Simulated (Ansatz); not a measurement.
System: FH2SbSi.

Input

```
basis:
  gaussian:
    orbitals: def2-TZVPD
crystal:
  periodic: [false, false, false]
  atoms:
    - symbol: F
      position_ang: [-0.524419, 0.686335, 1.451829]
    - symbol: Sb
      position_ang: [1.812518, 1.505232, -1.120977]
    - symbol: Si
      position_ang: [-0.059181, 0.480484, -0.089770]
    - symbol: H
      position_ang: [-1.039995, -0.466066, -0.692387]
    - symbol: H
      position_ang: [2.084065, 2.253612, 0.402994]
hamiltonian:
  xc: pbe0
output:
  forces: true
  orbitals: {seedname: orbitals}
```

Command:

```sh
ansatz run input.yaml --threads 1 --pin off --max-ram 2610MiB --events-out events.jsonl --progress --plain --runs-dir runs
```

Geometry: PBE0-D3(BJ)/def2-SVP; core potentials replace the inner electrons of Sb.

Method: Ansatz 0.2.0, isolated molecule in a Gaussian basis; Kohn-Sham density functional theory, functional PBE0.

What will maps of the electron density and electron localisation function show?

Answer. Si–F (1.62 Å): ρ at the midpoint is about 1.1 e/Å³; the ELF peaks at about 0.85 in the valence shell of F, 0.5 Å from its nucleus, and is about 0.45 at the midpoint.
Si–Sb (2.37 Å): the density is about 0.62 e/Å³ at the midpoint; the ELF peaks at about 0.85 between the atoms, as expected for localised, covalent bonding.
Si–H (1.49 Å): ρ at the midpoint is about 0.83 e/Å³; the ELF climbs to about 1 towards the hydrogen, as it does in any bond to H.
Sb–H (1.72 Å): ρ is about 1.1 e/Å³ halfway; the ELF climbs to about 1 towards the hydrogen.

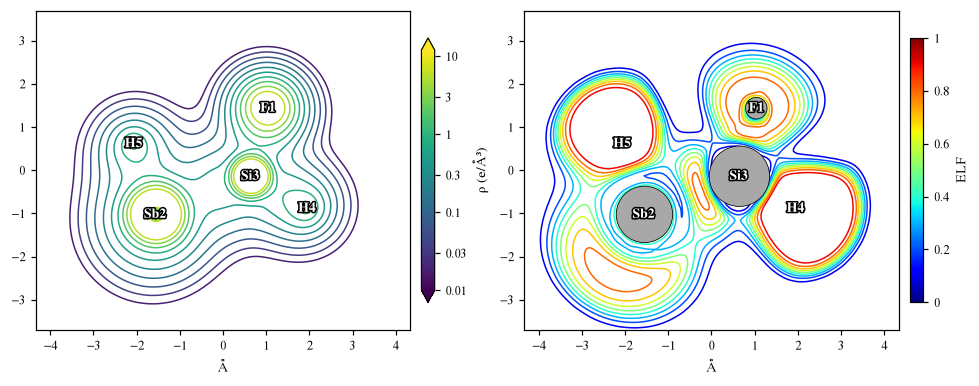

Computed electron density and electron localisation function on the molecular plane, in this order. Grey discs cover the atomic cores in the ELF map. 
